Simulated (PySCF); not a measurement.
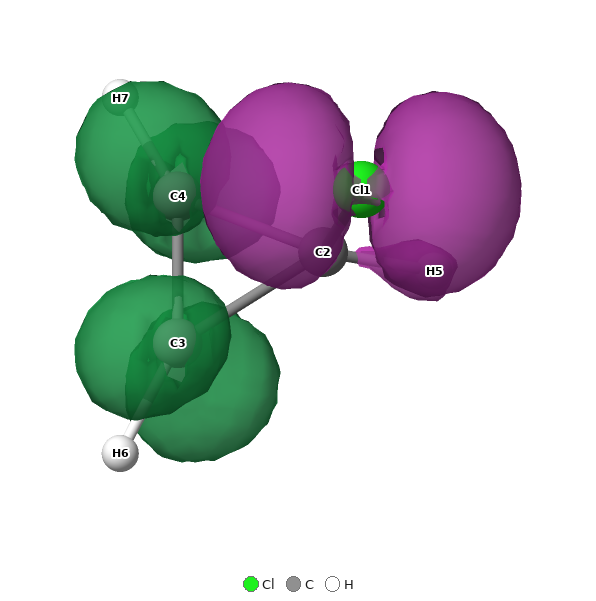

Figure. C₃H₃Cl, SMILES `ClC1C=C1`. Unrelaxed difference density of S₂ less the ground state (full linear response singlet states), ±0.05 e/Å³; green: gain, purple: loss.

Method: PBE/6-311+G**; geometry: GFN2-xTB; program: PySCF. No frequency check shows the geometry to be a minimum. GFN2-xTB bond lengths at metals and heavier atoms can be off by up to 0.1 Å and shapes distorted, which carries into these values.

Cartesian coordinates (Å):

```
Cl1     -1.3327    0.0001   -0.1328
C2       0.3074   -0.0005    0.5805
C3       1.4124   -0.6524   -0.1613
C4       1.4123    0.6527   -0.1608
H5       0.2281   -0.0008    1.6584
H6       1.8174   -1.5818   -0.4763
H7       1.8171    1.5824   -0.4751
```

### How does the charge move on excitation?

0.93 e is displaced in all, of which about 0.8 e passes between atoms: Cl1 (0.82 e) loses electrons and C3 and C4 (0.35 e each) and H6 and H7 (0.07 e each) gain them. The state: 5.31 eV (233 nm), f = 0.000 (very weak), charge transfer, whose energy this functional puts too low; the leading pair carries 100 %; hole on Cl1 (84 %) and C2 (6 %), electron on C3 and C4 (38 % each), H6 and H7 (7 % each) and C2 (6 %); their centroids lie 2.5 Å apart.
